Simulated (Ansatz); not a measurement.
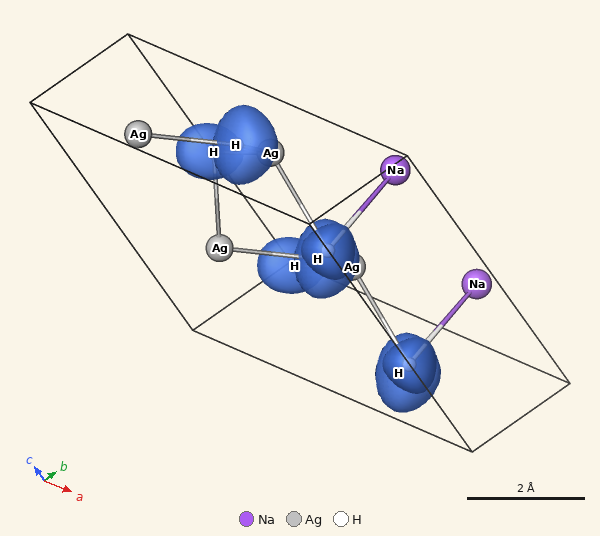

The picture shows: NaAg₂H₃. Isosurface of the ELF at 0.9 (blue), seen slightly off an axis. Only the valence region is drawn (cores and ρ < 0.01 e/Å³ removed). Sticks mark near contacts.

Space group Imm2; a structure from a database of computed crystals, not necessarily the ambient phase; started from the NaPr2Se3-71 prototype, which need not be the ambient phase; changed on purpose from its base cell (shaken).

The calculation used Ansatz 0.2.0, DFT, PBEsol, plane waves, PAW.

In a PAW calculation such maps are meaningful between the atoms, not at the nuclei.

### Describe the localisation domains.

The surface consists of six regions around hydrogen nuclei, counted in one cell of 12 atoms. Regions shared between cells count once. Along the contacts the grid gives the following. Ag–H (1.80 Å): the ELF climbs to about 1 towards the hydrogen. Na–H (2.31 Å): the ELF climbs to about 1 towards the hydrogen; a hydride-like H with a filled shell, bound largely ionically.
